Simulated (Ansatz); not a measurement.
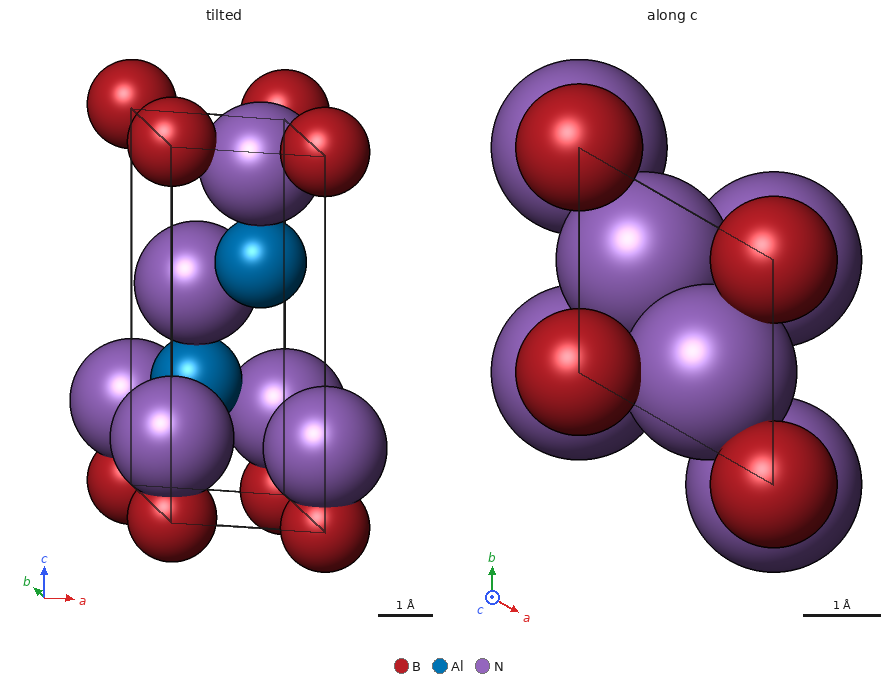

Crystal structure, space-filling style, seen slightly off an axis and along the c axis. Lines trace the edges of the conventional unit cell.

Al$_{2}$BN$_{3}$, space group P3m1 (No. 156), a = 2.941 Å, b = 2.941 Å, c = 7.180 Å, α = 90.00°, β = 90.00°, γ = 120.00°. Provenance: a structure type filled with these elements by a generator (whether the compound takes this form wasn't checked). Earlier steps of the study, as a rule a relaxation of our own, may have changed the cell and positions, so they can lie some per cent off the listed ones. A calculation with Ansatz used it as input.

This one geometry was computed with Ansatz (DFT, plane waves, PAW) at four levels of theory: PBE0, PBE, HSE06 and r2SCAN. It was relaxed beforehand with r2SCAN.

Q: Which level gives the highest pressure at this volume, and what does that say about its equilibrium volume?

A: Highest: PBE (4.6 GPa), which points to the largest equilibrium volume. Lowest, with the smallest volume: PBE0 (-1.7 GPa) and HSE06 (-1.6 GPa). Levels within 0.5 GPa of each other can't be told apart.

Q: How does the band gap change with the level of theory?

A: PBE: a gap of 3.13 eV, indirect; r2SCAN: a gap of 3.67 eV, indirect; HSE06: a gap of 4.30 eV, indirect; PBE0: a gap of 5.03 eV, indirect.

Q: Collect the results in a table.

A:
| level | cutoff (eV) | k-mesh of the run's cell | gap (eV) | pressure (GPa) |
| --- | --- | --- | --- | --- |
| PBE0 | 420 | 6×6×2 | 5.03 | -1.7 |
| PBE | 420 | 12×12×4 | 3.13 | 4.6 |
| HSE06 | 420 | 6×6×2 | 4.30 | -1.6 |
| r2SCAN | 500 | 12×12×4 | 3.67 | 0.0 |

Gaps are taken on the k-mesh or band path of each run.
